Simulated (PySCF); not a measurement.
SMILES C[Si](C)([Be][S]C)C at its GFN2-xTB optimised geometry (Å):

```
19

Be     0.2272    -0.2299     0.0000
S      2.1344    -0.2299     0.0000
C      2.9097    -1.8868     0.0512
H      2.6012    -2.4080     0.9509
H      3.9826    -1.7214     0.0640
H      2.6289    -2.4484    -0.8332
Si    -1.9566     0.0437     0.0000
C     -2.9073    -1.4847     0.6688
C     -2.7390     0.3527    -1.7251
C     -2.5956     1.5027     1.0696
H     -3.9826    -1.3314     0.6563
H     -2.6981    -2.3689     0.0740
H     -2.6226    -1.7083     1.6926
H     -2.5356    -0.4705    -2.4034
H     -2.3404     1.2540    -2.1808
H     -3.8179     0.4670    -1.6657
H     -2.1881     2.4484     0.7252
H     -2.3066     1.3851     2.1096
H     -3.6788     1.5832     1.0388
```

Calculation: B3LYP/def2-SVP (PySCF). Cells within 0.4 Å of a nucleus heavier than hydrogen are left out (blank, or x).

Map of the deformation density (molecule minus spherical neutral atoms) (e/bohr³) on the plane z = 0.6 Å:

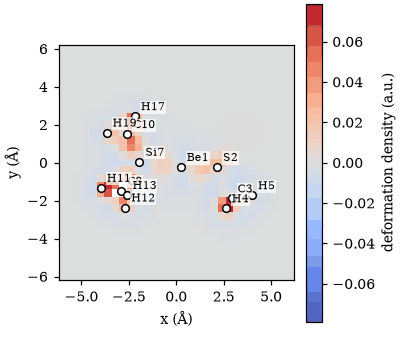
Figure: Deformation density (molecule minus spherical neutral atoms) (e/bohr³) on the plane z = 0.6 Å.
